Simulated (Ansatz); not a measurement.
## Electronic structure of CH$_{4}$FNSi (SMILES FC=N[SiH3]) in real space

The calculation's input:

```
crystal:
  periodic: [false, false, false]
  atoms:
    - {symbol: F, position_ang: [-1.624323, -1.628465, 1.464273]}
    - {symbol: C, position_ang: [-0.723534, -0.749703, 1.017111]}
    - {symbol: N, position_ang: [-0.565331, -0.551133, -0.190908]}
    - {symbol: Si, position_ang: [0.567732, 0.559295, -0.893658]}
    - {symbol: H, position_ang: [-0.212270, -0.294475, 1.871681]}
    - {symbol: H, position_ang: [-0.194239, 1.538723, -1.703525]}
    - {symbol: H, position_ang: [1.359792, 1.281854, 0.144004]}
    - {symbol: H, position_ang: [1.484272, -0.213096, -1.764976]}
basis:
  gaussian: {orbitals: def2-TZVPP}
hamiltonian: {xc: pbe0, dispersion: d4}
output: {orbitals: {seedname: orbitals}}
```

Launched as:

```sh
ansatz run in.yaml --threads 2 --pin off --events-out ev --progress --plain --max-ram 4352MiB
```

Geometry: PBE0-D4/def2-TZVP.

Method: RKS PBE0-D4/def2-TZVPP in Ansatz.

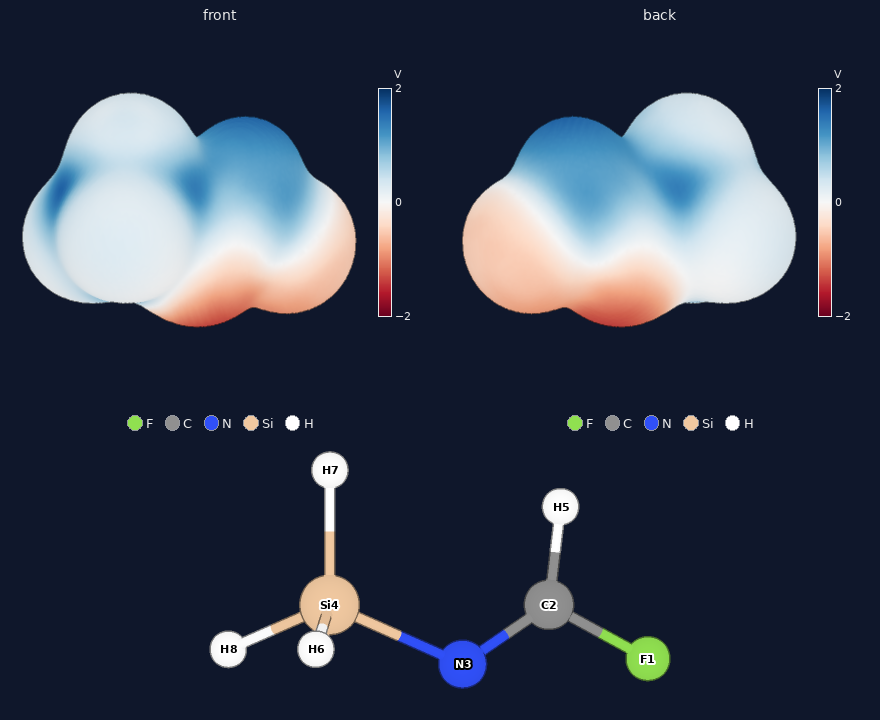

Figure 1. The molecular electrostatic potential painted on the density surface at 0.002 e/bohr³, seen from the front and from behind; red is negative and blue positive. The bare structure is drawn below in the same view.

> Which sites attract a positive test charge, and which a negative one?

A positive charge is drawn to the negative regions and a negative charge to the positive ones. The most negative region (about −1.3 V) lies over N3, the most positive (about +1.6 V) over Si4 and H5. N3 is the likeliest acceptor of a hydrogen bond.

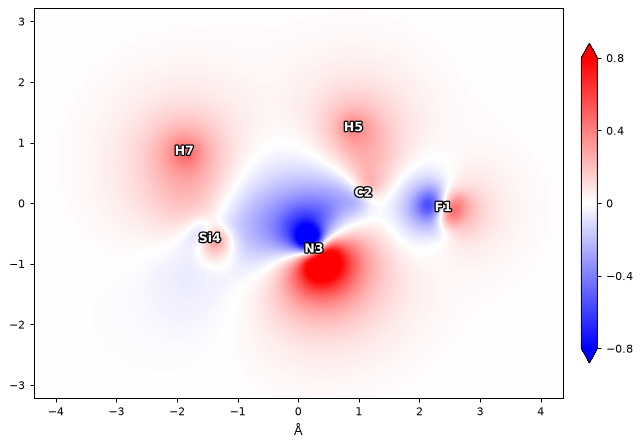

Figure 2. One frontier orbital on the plane of atoms N3, Si4 and H7 (values in Å⁻³ᐟ²; the overall sign is arbitrary).

> Which orbital is it: HOMO or LUMO?

The HOMO, at −8.25 eV. It lies mainly on N3 (about 55 %), Si4 (about 10 %), C2 (about 10 %) and H7 (about 10 %).

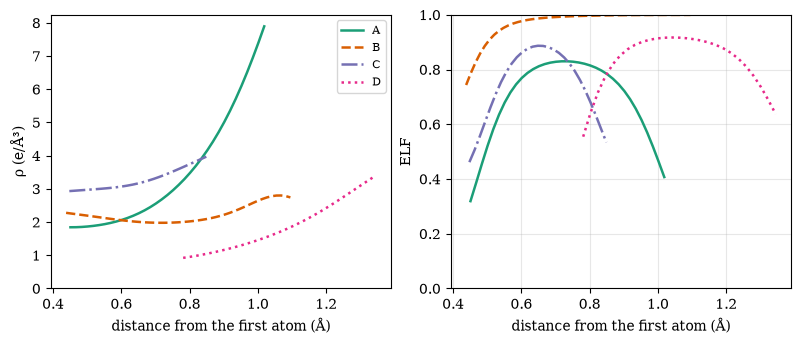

Figure 3. Total electron density and electron localisation function along straight lines between neighbouring atoms. The curves leave out the atomic cores.

> Which curve belongs to which contact (C–F, C–H, C–N and Si–N)? The first atom named is at distance zero.

Curve A: C–F (1.34 Å): ρ is about 2.4 e/Å³ halfway; the ELF peaks at about 0.85 between the atoms: a shared but strongly polarised pair. Curve B: C–H (1.09 Å): ρ at the midpoint is about 2.1 e/Å³; the ELF climbs to about 1 towards the hydrogen, as it does in any bond to H; an ordinary covalent bond to hydrogen. Curve C: C–N (1.23 Å): ρ at the midpoint is about 3.1 e/Å³; the ELF peaks at about 0.90 between the atoms: a multiple bond. Curve D: Si–N (1.74 Å): the density is about 1.1 e/Å³ at the midpoint; the ELF peaks at about 0.90 between the atoms: a polar covalent bond.

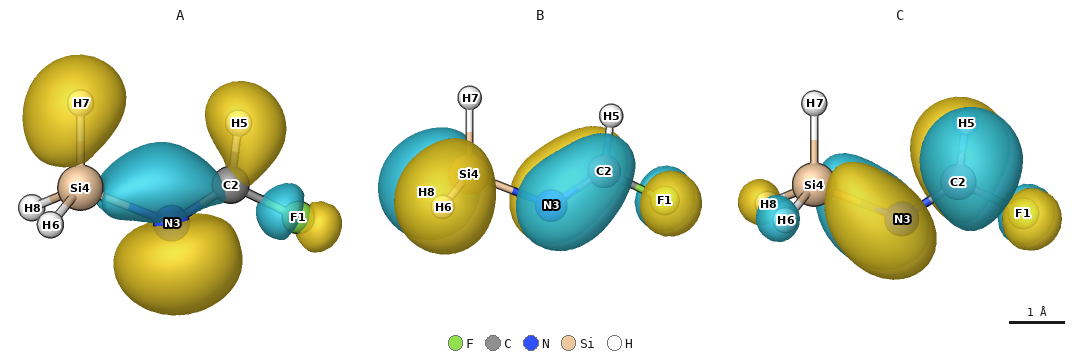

Figure 4. Three frontier orbitals at ±0.1 Å⁻³ᐟ² (yellow and cyan are the two phases), in no order.

> Order the three orbitals by energy and name them.

B is the HOMO−1 (−9.15 eV). Its weight (Hirshfeld) is mainly on N3 (about 25 %), Si4 (about 20 %), C2 (about 15 %), H6 (about 15 %), H8 (about 15 %) and F1 (about 10 %). A is the HOMO (−8.25 eV). It lies mainly on N3 (about 55 %), Si4 (about 10 %), C2 (about 10 %) and H7 (about 10 %). C is the LUMO (−0.64 eV). It lies mainly on C2 (about 45 %), N3 (about 30 %), Si4 (about 10 %), F1 (about 10 %) and H5 (about 5 %); π-antibonding (π*) across C2–N3.

> What is the HOMO–LUMO gap?

7.61 eV between the orbital energies.
